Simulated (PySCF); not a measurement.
# Geometry relaxation of C11H24GeO3 (part 1 of 2)

The run: geometry relaxation of C11H24GeO3 (Ge(vinyl)(OiPr)3), SMILES C=[CH][Ge]([O]C(C)C)([O]C(C)C)[O]C(C)C. Method and program: PBE0-D3(BJ)/def2-SVP geometry optimisation, gas phase (PySCF 2.14.0).

It belongs to a series of runs on one base structure; here: ligand (all three): Cl to OiPr.

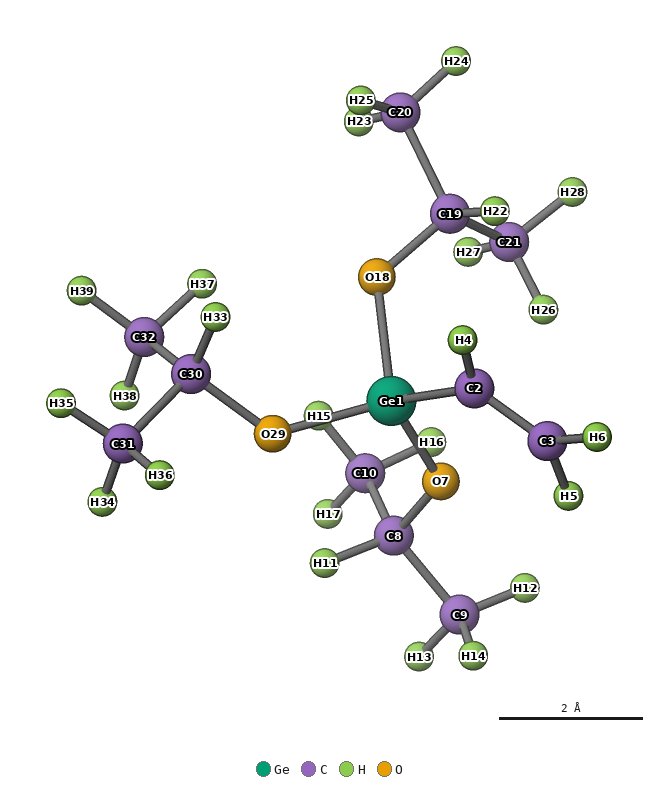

The starting structure (ball-and-stick view, seen at a tilt; atoms are numbered from 1 in the order of the input). Sticks mark near contacts. Bond lengths as drawn: C–C 1.27 to 1.60 Å, C–Ge 1.95 Å, C–H 1.00 to 1.19 Å, C–O 1.38 to 1.46 Å and Ge–O 1.72 to 1.90 Å.

**The input**
```
{"job": {"xc": "PBE0", "basis": "def2-SVP", "d3": "d3bj", "grid": 1, "maxiter": 40, "shake": 0.03, "kind": "geom"}, "charge": 0, "multiplicity": 1}
Ge     0.237430    -0.311290     0.860960
C      0.586160    -0.083710     2.763620
C      1.756980    -0.223500     3.239020
H     -0.133440     0.160410     3.409150
H      2.643570    -0.461380     2.590780
H      2.011180    -0.106580     4.314190
O      1.730520    -0.540660     0.043980
C      1.951070    -1.164590    -1.221230
C      3.382140    -1.512060    -1.232920
C      1.464750    -0.292620    -2.331410
H      1.284930    -2.112850    -1.204080
H      3.998190    -0.615220    -1.226760
H      3.513700    -2.017940    -2.250220
H      3.616940    -2.156130    -0.434390
H      0.409950    -0.057450    -2.237550
H      2.061090     0.670690    -2.340170
H      1.612890    -0.767970    -3.315210
O     -0.707350     1.233490     0.279200
C     -0.359640     2.538090     0.565140
C     -1.637760     3.430460     0.189030
C      0.848010     3.003810    -0.223270
H     -0.145120     2.604730     1.610620
H     -1.732100     3.349110    -0.956500
H     -1.395490     4.463800     0.395460
H     -2.394760     3.032500     0.724690
H      1.698100     2.400240     0.081390
H      0.719560     2.865780    -1.214890
H      1.164580     4.054670     0.086010
O     -0.851090    -1.588220     0.371410
C     -2.305620    -1.578470     0.288730
C     -2.704050    -3.090030     0.512570
C     -2.756640    -1.091930    -1.046090
H     -2.712050    -0.990090     1.172410
H     -2.261870    -3.684080    -0.294490
H     -3.776530    -3.148120     0.472900
H     -2.298080    -3.466820     1.464540
H     -2.438370     0.053850    -1.038000
H     -2.311920    -1.690980    -1.826990
H     -3.877580    -1.077750    -1.109650
```

The first line tells a small driver script what to run in PySCF; the rest is the geometry in Å.

Launch command:
```bash
OMP_NUM_THREADS=2 python <driver script> task.json out
```

**The program's output**
```
step   0  E = -2734.54307568  max force = 0.107981
step   1  E = -2734.60831813  max force = 0.018337
step   2  E = -2734.61118103  max force = 0.013638
step   3  E = -2734.61246408  max force = 0.004529
step   4  E = -2734.61267938  max force = 0.001453
step   5  E = -2734.61274742  max force = 0.000821
step   6  E = -2734.61278708  max force = 0.000493
step   7  E = -2734.61281299  max force = 0.000911
step   8  E = -2734.61282409  max force = 0.000744
step   9  E = -2734.61282554  max force = 0.000390
optimisation converged
```

**Trajectory as extended XYZ (Å, eV, eV/Å), 6 of the 10 frames kept, from step=0 to step=9**
```
39
Properties=species:S:1:pos:R:3:forces:R:3 step=0 energy=-74410.70722
Ge    0.2374   -0.3113    0.8610   -2.1588   2.3438   0.2976
C     0.5862   -0.0837    2.7636   -0.7835  -0.6702  -4.5311
C     1.7570   -0.2235    3.2390    5.5526  -0.7002   1.3604
H    -0.1334    0.1604    3.4091   -3.7063   1.0625   2.5722
H     2.6436   -0.4614    2.5908   -0.6805   0.1018   0.4811
H     2.0112   -0.1066    4.3142   -0.2578   0.0098  -0.4086
O     1.7305   -0.5407    0.0440    0.8173   0.2461  -0.0376
C     1.9511   -1.1646   -1.2212   -2.3780  -1.1935   1.3629
C     3.3821   -1.5121   -1.2329    0.0020  -0.1607  -3.4102
C     1.4647   -0.2926   -2.3314    1.1478   1.1108  -0.7393
H     1.2849   -2.1128   -1.2041    1.0442   0.9582  -0.2520
H     3.9982   -0.6152   -1.2268    0.2702   0.3163   0.1374
H     3.5137   -2.0179   -2.2502    0.4543   0.2701   1.2453
H     3.6169   -2.1561   -0.4344    0.5572  -1.0862   1.2132
H     0.4099   -0.0575   -2.2376   -0.4720   0.1579   0.1599
H     2.0611    0.6707   -2.3402   -0.6103  -0.6994   0.0021
H     1.6129   -0.7680   -3.3152    0.0106  -0.0572   0.0713
O    -0.7074    1.2335    0.2792    0.6142  -2.5929  -0.0222
C    -0.3596    2.5381    0.5651   -1.3431   1.3460  -1.6538
C    -1.6378    3.4305    0.1890    4.9983  -0.2990  -3.0259
C     0.8480    3.0038   -0.2233    1.0863   1.3187   4.6715
H    -0.1451    2.6047    1.6106    0.1798   0.5262   1.4072
H    -1.7321    3.3491   -0.9565   -0.3263  -0.0879   1.5990
H    -1.3955    4.4638    0.3955   -0.2298   0.6382   0.3923
H    -2.3948    3.0325    0.7247   -3.3527  -1.1242   1.7254
H     1.6981    2.4002    0.0814    0.5009  -0.4657   0.0252
H     0.7196    2.8658   -1.2149   -0.5772  -0.1461  -3.9308
H     1.1646    4.0547    0.0860   -0.6011  -0.8979  -0.7039
O    -0.8511   -1.5882    0.3714   -0.8063  -0.1324  -0.2690
C    -2.3056   -1.5785    0.2887    0.8153  -2.0740   1.8209
C    -2.7041   -3.0900    0.5126    1.1444   1.6423  -0.0937
C    -2.7566   -1.0919   -1.0461   -0.5714   3.5033   0.9985
H    -2.7121   -0.9901    1.1724    0.1992  -0.2486  -1.0084
H    -2.2619   -3.6841   -0.2945   -0.0096  -0.1061  -0.1569
H    -3.7765   -3.1481    0.4729   -0.9005  -0.3481   0.1010
H    -2.2981   -3.4668    1.4645   -0.1932   0.1013  -0.0117
H    -2.4384    0.0539   -1.0380   -0.4041  -2.2226  -0.6855
H    -2.3119   -1.6910   -1.8270    0.2643  -0.0918  -0.6320
H    -3.8776   -1.0777   -1.1097    0.7038  -0.2484  -0.0716
39
Properties=species:S:1:pos:R:3:forces:R:3 step=2 energy=-74412.56046
Ge    0.1830   -0.2514    0.8434   -0.1145   0.1097   0.0896
C     0.5545   -0.0308    2.7157   -0.2218   0.0920   0.6662
C     1.7724   -0.1217    3.2653   -0.1080  -0.0841  -0.7013
H    -0.3010    0.2034    3.3676    0.0199  -0.0322  -0.1087
H     2.6003   -0.3489    2.5890    0.3060  -0.0264   0.1796
H     1.9881    0.0182    4.3316   -0.1205   0.0018  -0.0882
O     1.7299   -0.4867    0.0479    0.2290  -0.0598  -0.1408
C     1.8828   -1.1413   -1.2108   -0.0144   0.1321   0.1894
C     3.3396   -1.5380   -1.3251    0.0491   0.0323   0.0154
C     1.4237   -0.2394   -2.3421   -0.0327  -0.0410  -0.0388
H     1.2594   -2.0505   -1.2085   -0.0595  -0.0846  -0.0291
H     3.9806   -0.6417   -1.2985   -0.0206  -0.0271   0.0517
H     3.5306   -2.0613   -2.2714   -0.0041  -0.0714  -0.0677
H     3.6264   -2.2014   -0.4944   -0.0079   0.0604  -0.0310
H     0.3654    0.0350   -2.2158    0.0065   0.0067  -0.0178
H     2.0166    0.6861   -2.3637    0.0325   0.0553   0.0275
H     1.5361   -0.7411   -3.3161   -0.0216  -0.0121   0.0217
O    -0.7169    1.1650    0.2540   -0.0069  -0.1551  -0.1166
C    -0.3545    2.4865    0.5895    0.0150   0.2669   0.1806
C    -1.5460    3.3737    0.2802    0.0237  -0.0296   0.0013
C     0.8969    2.9313   -0.1518    0.0620  -0.1858  -0.0274
H    -0.1489    2.5579    1.6809   -0.0016  -0.0662  -0.0740
H    -1.7500    3.3466   -0.7999   -0.0786  -0.0276  -0.0561
H    -1.3436    4.4199    0.5587   -0.0459  -0.0452   0.0604
H    -2.4405    3.0137    0.8145    0.0734   0.0800  -0.0453
H     1.7559    2.2876    0.1017   -0.0698   0.0026  -0.0588
H     0.7322    2.8688   -1.2421    0.0379   0.0366   0.1106
H     1.1639    3.9631    0.1163   -0.0223   0.0752  -0.0359
O    -0.8202   -1.6190    0.3735   -0.0239  -0.0335  -0.0473
C    -2.2399   -1.6067    0.2583    0.1842   0.0021   0.0554
C    -2.7110   -3.0099    0.5721   -0.0627  -0.0398  -0.0269
C    -2.6567   -1.1430   -1.1249   -0.0642  -0.0667   0.0698
H    -2.6641   -0.9157    1.0103   -0.0486   0.0727  -0.0115
H    -2.2790   -3.7163   -0.1541   -0.0137  -0.0142   0.0155
H    -3.8092   -3.0798    0.5214    0.0379  -0.0167   0.0204
H    -2.3766   -3.3044    1.5764   -0.0274  -0.0387   0.0248
H    -2.3009   -0.1245   -1.3035    0.1144   0.1805  -0.0358
H    -2.2334   -1.8137   -1.8887   -0.0070   0.0112  -0.0184
H    -3.7534   -1.1383   -1.2253    0.0065  -0.0603  -0.0027
39
Properties=species:S:1:pos:R:3:forces:R:3 step=4 energy=-74412.60123
Ge    0.1809   -0.2463    0.8630   -0.0542   0.0371   0.0522
C     0.5454   -0.0415    2.7384   -0.0202   0.0026  -0.0346
C     1.7933   -0.1463    3.2031    0.0072  -0.0061   0.0197
H    -0.2873    0.1772    3.4179    0.0345  -0.0083  -0.0084
H     2.6276   -0.3646    2.5282    0.0055   0.0081   0.0133
H     2.0272   -0.0220    4.2665    0.0039  -0.0066  -0.0033
O     1.7439   -0.4804    0.0808    0.0467   0.0148   0.0221
C     1.8737   -1.1292   -1.1782   -0.0287  -0.0138  -0.0138
C     3.3204   -1.5616   -1.3091    0.0006  -0.0087  -0.0056
C     1.4323   -0.2095   -2.3040    0.0060   0.0026  -0.0019
H     1.2270   -2.0267   -1.1841    0.0081   0.0133  -0.0067
H     3.9824   -0.6824   -1.2739    0.0047   0.0030  -0.0059
H     3.4912   -2.0909   -2.2595   -0.0099   0.0107   0.0193
H     3.5962   -2.2314   -0.4818   -0.0008  -0.0007   0.0023
H     0.3824    0.0941   -2.1749    0.0055  -0.0001   0.0016
H     2.0511    0.7015   -2.3190   -0.0043  -0.0081  -0.0060
H     1.5255   -0.7119   -3.2790    0.0019   0.0015  -0.0044
O    -0.7252    1.1531    0.2451   -0.0018  -0.0502  -0.0655
C    -0.3719    2.4830    0.5778    0.0375   0.0423   0.0418
C    -1.5758    3.3573    0.2866   -0.0358  -0.0038  -0.0108
C     0.8681    2.9232   -0.1842   -0.0248   0.0256  -0.0274
H    -0.1495    2.5455    1.6638   -0.0059  -0.0002  -0.0089
H    -1.8163    3.3271   -0.7881    0.0176  -0.0060   0.0090
H    -1.3862    4.4028    0.5723    0.0075   0.0032  -0.0003
H    -2.4554    2.9963    0.8397    0.0181  -0.0028   0.0078
H     1.7257    2.2731    0.0450    0.0013  -0.0054   0.0076
H     0.6841    2.8667   -1.2690   -0.0023   0.0010   0.0173
H     1.1380    3.9598    0.0698    0.0077  -0.0067   0.0041
O    -0.7980   -1.6305    0.3903    0.0260  -0.0747   0.0250
C    -2.2109   -1.5988    0.2565   -0.0123   0.0399  -0.0183
C    -2.7250   -2.9923    0.5657    0.0062   0.0158  -0.0031
C    -2.5884   -1.1208   -1.1343   -0.0172   0.0046  -0.0295
H    -2.6417   -0.8888    0.9904   -0.0039  -0.0145   0.0067
H    -2.2983   -3.7166   -0.1454    0.0052   0.0048  -0.0034
H    -3.8222   -3.0367    0.4927   -0.0013   0.0122  -0.0045
H    -2.4281   -3.2969    1.5799    0.0038   0.0087  -0.0030
H    -2.2006   -0.1047   -1.3015   -0.0289  -0.0398   0.0213
H    -2.1611   -1.7945   -1.8942    0.0038   0.0001   0.0045
H    -3.6819   -1.1043   -1.2612   -0.0069   0.0047  -0.0099
```
